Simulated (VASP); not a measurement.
Shape and ions are relaxed at each volume.

Energy against volume of ZnF$_{2}$ (rutile). Level of theory: RPBE GGA, VASP's PBE PAW potentials (set 64) (plane waves; VASP).

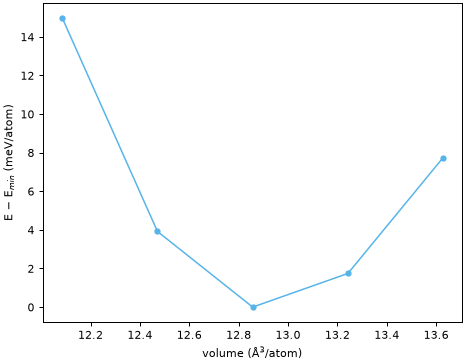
Figure: Energy against volume

Question: Estimate the equilibrium volume and the bulk modulus.

Answer: The minimum lies near 12.9 Å³/atom, and the curvature gives B0 of about 74 GPa.

The compound is ZnF2 in the rutile structure. It was relaxed first, which changed the volume by +12 %.
